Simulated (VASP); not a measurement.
Band structure of KMgF3 (cubic perovskite). Level of theory: optB88-vdW, VASP's PBE PAW potentials (set 64) (plane waves; VASP).

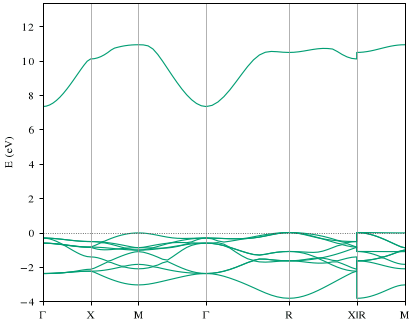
Bands along high-symmetry lines, zero at the valence-band maximum or, without a gap, the Fermi level

**Question.** Read the plot: is there a gap, and where are the band edges?

**Answer.** The gap is indirect, 7.34 eV, from the valence maximum at R to the conduction minimum at Γ. (Edges off the drawn lines would not show.)

Measured: gap 12.40 eV (computed value off by -5.06 eV), as given by M. Sahnoun et al., Materials Chemistry and Physics (2004), doi:10.1016/j.matchemphys.2004.11.019.

The compound is KMgF3 in the cubic perovskite structure. It was relaxed first.
